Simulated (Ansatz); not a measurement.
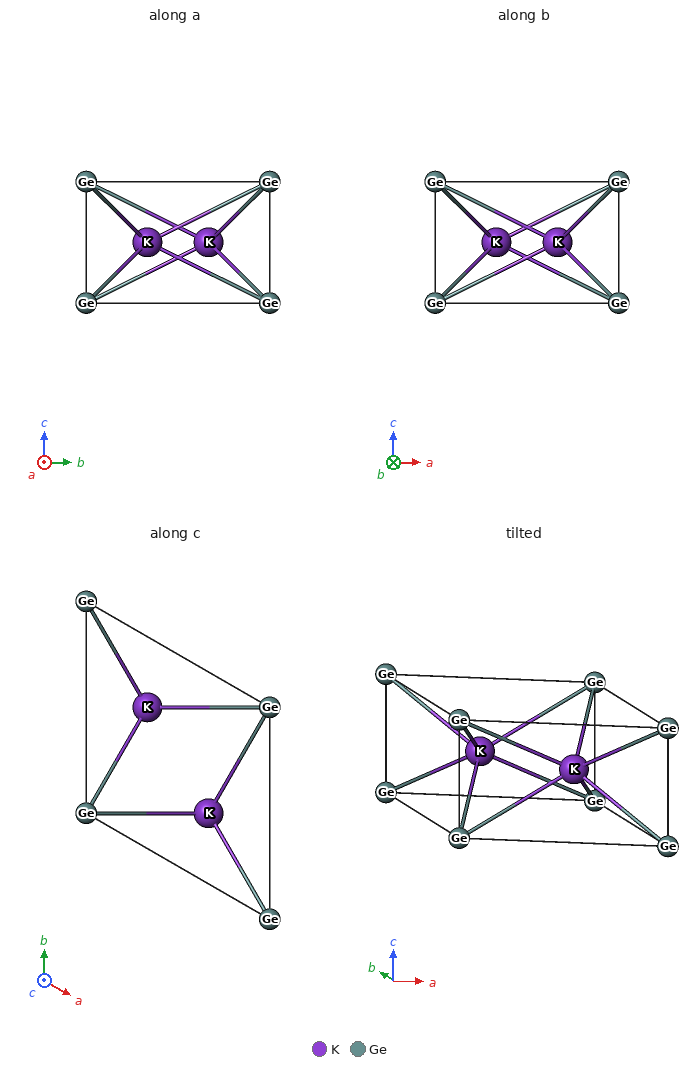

We look at a ball-and-stick model of the crystal along the a axis, along the b axis, along the c axis and slightly off an axis. One conventional unit cell is framed, with atoms on its boundary repeated.

Lattice parameters: a = 5.848 Å, b = 5.848 Å, c = 3.354 Å, α = 90.00°, β = 90.00°, γ = 120.00°.

### Put the structure into a table of Wyckoff sites.

Space group P6/mmm (No. 191).
```json
{"atom": "K", "site": "2d", "x": "0.6667", "y": "0.3333", "z": "0.5000"}
{"atom": "Ge", "site": "1a", "x": "0.0000", "y": "0.0000", "z": "0.0000"}
```

It goes back to a structure type filled with these elements by a generator (whether the compound takes this form wasn't checked). The final geometry of a relaxation with DFT PBE, scalar-relativistic, plane waves, PAW (Ansatz 0.2.0) is shown.
